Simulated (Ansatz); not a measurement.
The compound is RbCuF3 (cubic perovskite) (Pm-3m).

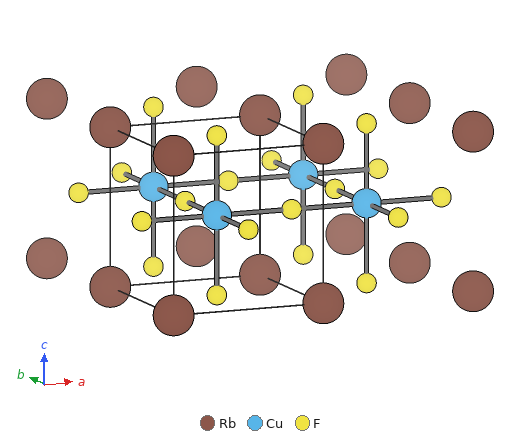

The structure (rubidium brown, copper blue, fluorine yellow). 2×2×1 cells are drawn. Some periodic images of atoms are drawn too.

The structure was built from a prototype and need not be the compound's stable phase.

```
Rb Cu F
1.0
     0.00000   -3.97979    0.00000
     0.00000    0.00000    3.97979
    -3.97979    0.00000    0.00000
Rb Cu F
1 1 3
Cartesian
  0.0000 0.0000 0.0000
  -1.9899 -1.9899 1.9899
  0.0000 -1.9899 1.9899
  -1.9899 -1.9899 0.0000
  -1.9899 0.0000 1.9899
```

The structure was relaxed with LDA. The structure type comes from a generator and need not be one that this composition takes. The structure was generated from a model, not taken from a measurement. The runs that relaxed it are not among those shown. The program's search for lower electronic states was switched off, so nothing shows that the state found is the lowest. PAW set soft_2, made with PBE.

A constrained-RPA run (Ansatz 0.2.0; non-magnetic LDA; Cu d, bands v5 to v1, 4×4×4 mesh, medium accuracy) builds 5 functions on bands 2.7 eV wide, with 9.0 electrons in the window. The bare on-site interaction is 22.3 eV and the bare J 0.73 eV.

What U and J survive the screening?

On the Cu d shell, U = 7.98 eV (36 % of the bare value), U′ = 6.75 eV, J = 0.61 eV.

The parent state is non-magnetic and the interaction static (zero frequency); U depends on the window and the orbitals, so it belongs to this model alone.

[Paths, hosts, dates, memory and timing lines, banners, echoed tables and standing remarks are left out of the program output.]

[Logs are printed without paths, hosts, clocks, repeated set-up lines and the standing remarks that a program may print on its own settings, such as how far it seeks lower states.]

[Runs of the session that timed out or met a known fault of the program may be left out.]

[Hosts, paths, dates, database ids (printed as entryN), source tags and the programs' standing remarks are cut or masked in the printed files.]
